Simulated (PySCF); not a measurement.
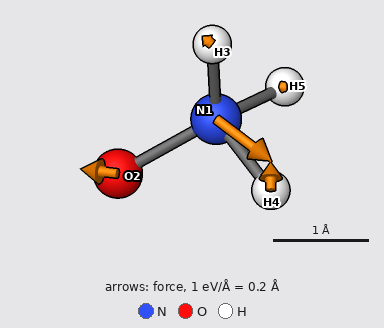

Starting geometry of NH3O with the computed forces as orange arrows. Style: ball-and-stick. Shown from a free direction.

The start comes from MMFF94s. Its atoms were then displaced at random by about 0.03 Å.

Level of theory: PySCF, PBE0-D3(BJ)/def2-SVP geometry optimisation, gas phase. 

Is this structure relaxed? If not, where do the atoms go?

It isn't relaxed: the largest force vector, on N1, is 3.92 eV/Å. The final displacements follow the starting forces only in part (cosine between the two patterns 0.76). The energy falls by 4.86 kcal/mol in 6 geometry steps. The largest move after the best rigid fit is that of O2, 0.062 Å. Largest moves by element: O 0.062 Å, N 0.059 Å, H 0.059 Å. Near-neighbour distances that change, for instance: N1–H4 1.111 → 1.050 Å, N1–O2 1.263 → 1.308 Å, N1–H5 1.070 → 1.050 Å, N1–H3 1.043 → 1.050 Å. Among the angles between lasting bonds that change: O2–N1–H4 107.6° → 115.5°, O2–N1–H3 122.7° → 115.5°, H3–N1–H4 100.6° → 102.8°. The run took 3 s on 1 thread of Arm Neoverse V1 (shared host).
